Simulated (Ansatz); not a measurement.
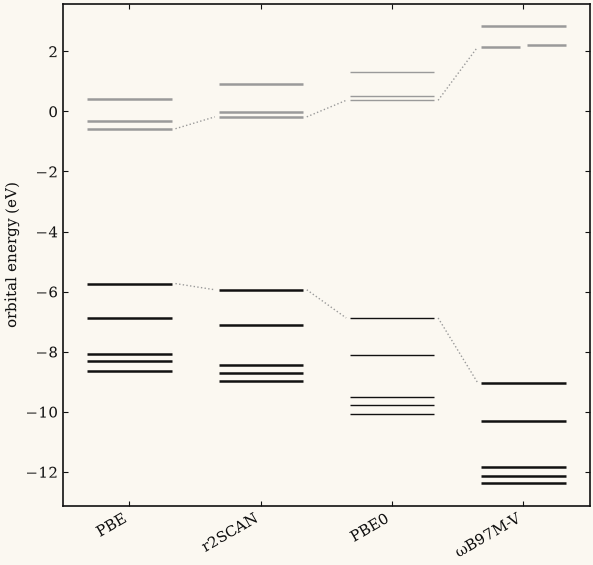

Frontier orbital energies of C₃H₇ClSi, SMILES C[C@H]1C[Si@H]1Cl at one geometry, def2-TZVPP, the Ansatz code 0.2.0, at a PBE0-D4/def2-TZVP geometry (no frequency check). Empty levels are grey, levels within 0.1 eV stand side by side; all columns show the same few orbitals around the gap. Dotted lines join the HOMOs and the LUMOs.

How do the frontier levels move from column to column?

The separation grows from 5.16 eV (PBE) to 11.17 eV (ωB97M-V).

```csv
level,HOMO (eV),LUMO (eV),separation (eV)
PBE,−5.73,−0.58,5.16
r2SCAN,−5.94,−0.18,5.76
PBE0,−6.88,0.37,7.25
ωB97M-V,−9.03,2.14,11.17
```

Limits of at least one run: empty levels above zero depend strongly on the basis.
